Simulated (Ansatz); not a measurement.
## Computed energy against volume: CdO (rock salt)

CdO (rock salt)

```
CdO
1.0
    0.00000     2.38417     2.38417
    2.38417     0.00000     2.38417
    2.38417     2.38417     0.00000
O Cd
1 1
Direct
  0.00000   0.00000   0.00000
  0.50000   0.50000   0.50000
```

E(V) scan at fixed shape, V₀ the volume above. Symmetry pins the atoms to their sites.

Level of theory: PBE (plane waves to 420 eV, PAW, scalar-relativistic; Ansatz, a program for electronic structure). k mesh 12×12×12 (Γ-centred), Fermi-Dirac smearing 0.05 eV. Energies are smeared free energies. Compression counts positive. CdO was relaxed with its symmetry unable to fall. The PAW data are Ansatz's earlier set. ΔE is measured from the relaxed starting cell.

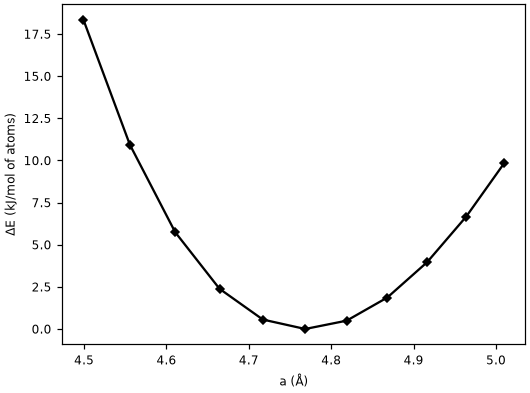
Figure. ΔE (kJ/mol of atoms) against a (Å); markers are the computed points, lines only join them.

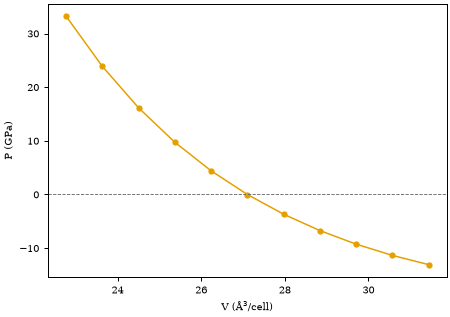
*P (GPa) against V (Å³/cell); one marker a computed point.*

The pressure at the smallest volume comes out as 33.2 GPa and the equilibrium volume of the fit comes out as 13.55 Å³/atom. The energy cost of the largest expansion is 102 meV/atom. The bulk modulus B₀ (third-order Birch-Murnaghan fit) is 126 GPa. The energy cost of the largest compression is 190 meV/atom.

Check by three points about V = 13.552 Å³/atom, step 0.867: d²E/dV² ≈ (25 − 2·0 + 19) meV / 0.867² = 0.0585 eV/Å⁶, and V·d²E/dV² × 160.2 = 127 GPa.

(A scan under strain: stresses follow from slopes of the energy per volume, elastic moduli from its curvatures.)
